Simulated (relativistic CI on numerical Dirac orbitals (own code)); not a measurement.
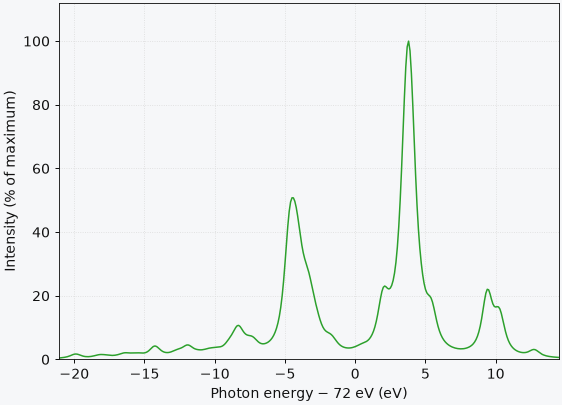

M₂,₃ X-ray absorption of Fe⁶⁺ (iron, Z = 26), [Ar] 3d², in a field of Oh symmetry with 10Dq = 28,050 cm⁻¹. Multiplet model: relativistic Dirac–Coulomb–Breit theory, one configuration a step, Slater integrals scaled by 1, 300 K, Voigt broadening (Lorentzian 0.8 eV, Gaussian 0.3 eV full widths), computed with a radial Dirac CI code.

Describe the spectrum.

Answer. The main maxima lie at 63.7 eV (11), 67.5 eV (51), 74.1 eV (23), 75.8 eV (100) and 81.4 eV (22), heights in % of the largest; the centroid is at 72.5 eV. The ground state has S = 1.00.

Known limits: free-ion energies, so absolute edge positions are off by a few eV from solids; core and valence shell share one n, so the strongest features autoionise and are far broader and can lie several eV off in experiment.
